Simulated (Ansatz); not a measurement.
## Electronic structure of CH$_{6}$Sn in real space

Input

```
crystal:
  periodic: [false, false, false]
  atoms:
    - { symbol: Sn, position_ang: [0.0, 0.0, 0.0] }
    - { symbol: H, position_ang: [0.0, 0.0, 1.74] }
    - { symbol: C, position_ang: [2.0274, 0.0, -0.716] }
    - { symbol: H, position_ang: [2.3751, -1.0463, -0.8441] }
    - { symbol: H, position_ang: [2.076, 0.5276, -1.6913] }
    - { symbol: H, position_ang: [2.6794, 0.5187, 0.0175] }
    - { symbol: H, position_ang: [-0.8195, 1.4198, -0.5794] }
    - { symbol: H, position_ang: [-0.8195, -1.4198, -0.5794] }
basis:
  gaussian: { orbitals: def2-SVP }
hamiltonian:
  xc: b3lyp
  dispersion: d4
relax:
  f_tol: 0.02
  max_steps: 40
output:
  orbitals: {}
```

Command:

```sh
ansatz run input.yaml --threads 1 --pin off --max-ram 2048MiB --backend cpu --events-out ev --progress --plain --runs-dir out
```

The fields are those of the run's last geometry, not of the input's.

Core potentials replace the inner electrons of Sn.

All numbers below come from RKS B3LYP-D4/def2-SVP in Ansatz.

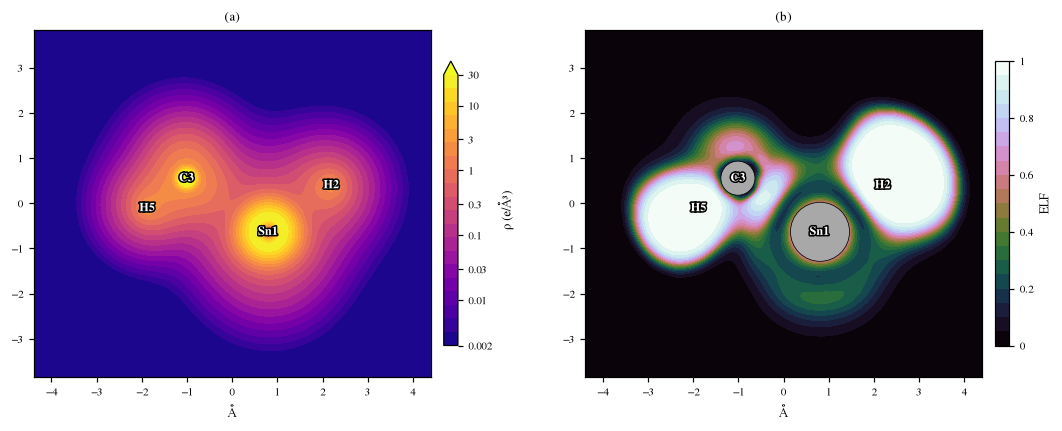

Figure 1. (a) electron density; (b) electron localisation function on the plane of atoms H2, Sn1 and C3. Grey discs cover the atomic cores in the ELF map.

Describe what can be read from this map.

Answer.
- The plane passes through Sn, H and C nuclei.
- C–Sn (2.17 Å): the density is about 0.66 e/Å³ at the midpoint; the ELF peaks at about 0.90 in the valence shell of C, 0.7 Å from its nucleus, and drops to about 0.20 between the two atoms.
- C–H (1.10 Å): ρ is about 1.9 e/Å³ halfway; the ELF climbs to about 1 towards the hydrogen, as it does in any bond to H: a covalent bond by its length.
- Sn–H (1.72 Å): ρ at the midpoint is about 1.1 e/Å³; the ELF climbs to about 1 towards the hydrogen.

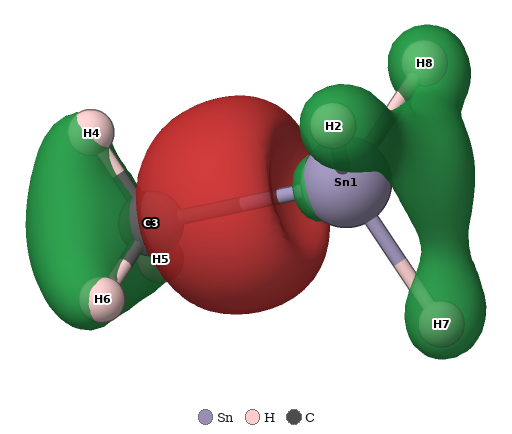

Figure 2. The HOMO at ±0.15 Å⁻³ᐟ² (green and red are the two phases), seen at a tilt.

Describe this orbital and give its energy.

Answer. By Hirshfeld shares it lies mainly on C3 (about 40 %) and Sn1 (about 30 %). Its energy is −8.09 eV.

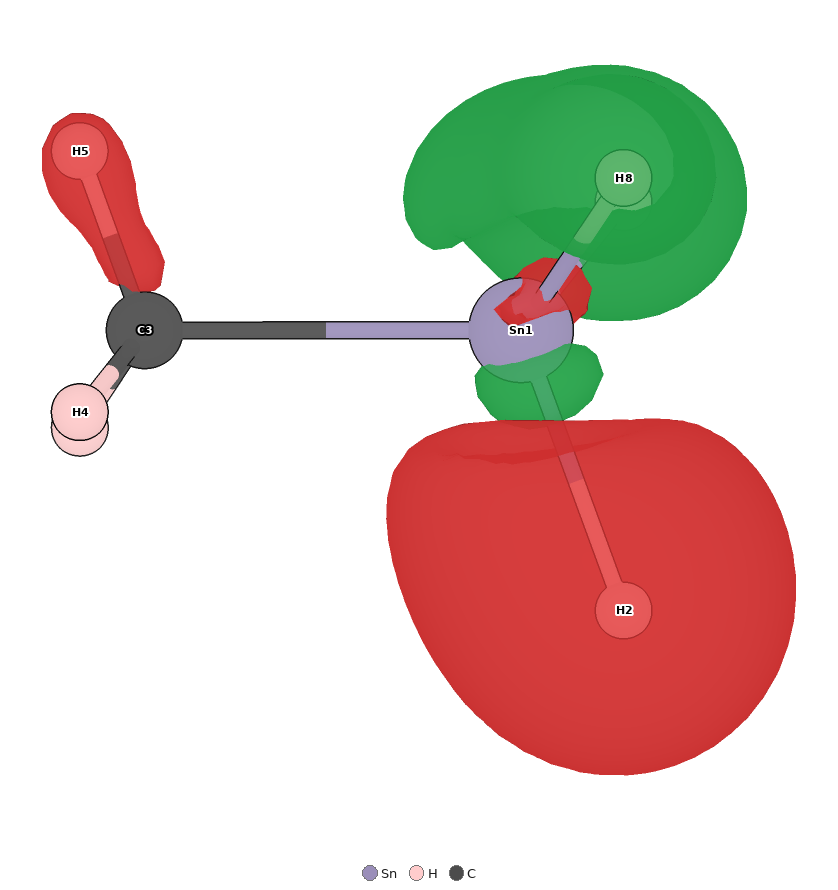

Figure 3. The HOMO−1 at ±0.15 Å⁻³ᐟ² (green and red are the two phases), seen from one side.

Where does this orbital lie, and at what energy?

Answer. Its weight (Hirshfeld) is mainly on Sn1 (about 40 %), H2 (about 35 %), H7 (about 10 %) and H8 (about 10 %). It is one of a degenerate set, so its orientation is arbitrary. Its energy is −8.57 eV.
